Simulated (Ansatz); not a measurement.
**Profile along the Si–Si line in VSi2 (CrSi2 type, space group P6_222)**

VSi2 (CrSi2 type, space group P6_222)

```xyz
9
Lattice="4.5307 0.0000 0.0000 -2.2653 3.9237 0.0000 0.0000 0.0000 6.3246" Properties=species:S:1:pos:R:3 pbc="T T T"
V      2.2653     0.0000     0.0000
V      1.1327     1.9618     2.1082
V     -1.1327     1.9618     4.2164
Si     0.0000     1.2763     0.0000
Si     3.4254     0.6382     2.1082
Si     1.1600     3.2855     4.2164
Si     2.2653     2.6474     0.0000
Si    -1.1600     3.2855     2.1082
Si     1.1053     0.6382     4.2164
```

Fields along a shortest Si–Si line of a (0001) plane (2.55 Å), from Si to Si, interpolated on the slice's grid (step about 0.3 Å). Calculation: r2SCAN (plane waves to 500 eV, PAW, scalar-relativistic; Ansatz, an electronic-structure program). k mesh 12×12×8. Inside the PAW spheres the values are not all-electron values, and peaks at nuclei hang on which shells count as valence. Relaxed VSi2 ends with no sizeable moment though spin was allowed. VSi2 was relaxed with its symmetry unable to fall. The magnetic order is the one the run started from; other orders were not tried.

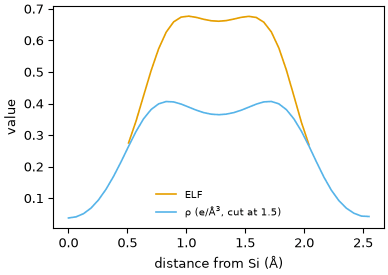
Figure: ELF (away from the nuclei) and valence density from Si to Si.

Density on the Si–Si line (2.55 Å) at its midpoint: 0.36 e/Å³. ELF at that point: 0.7. ELF maximum in the middle third of the Si–Si line: 0.68, 1.0 Å from Si.
